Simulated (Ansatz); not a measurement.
Take CdSe in the zinc blende structure (space group F-43m, No. 216; a = 6.0075 Å) as the base. Axes: x, y, z lie along the cube axes.

The change: uniaxial strain ε_zz = +0.50 %, all other strain components held at zero; the atoms relax in the strained cell.

All numbers come from Kohn–Sham DFT with the LDA functional, run in Ansatz (an electronic-structure program) with PAW and 420 eV plane waves, without spin-orbit coupling.

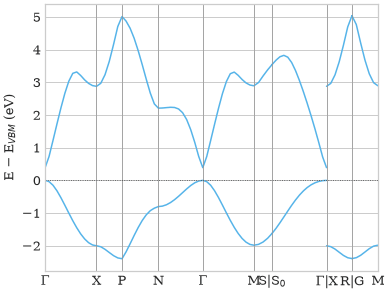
*Highest valence and lowest conduction band along the path of the changed cell's own zone*

From the figure, how large is the changed gap, and is it direct?

About 0.4 eV, direct at Γ.

Whether these cells are dynamically stable was not tested. Labels are those of the standard path for the cell's own space group.
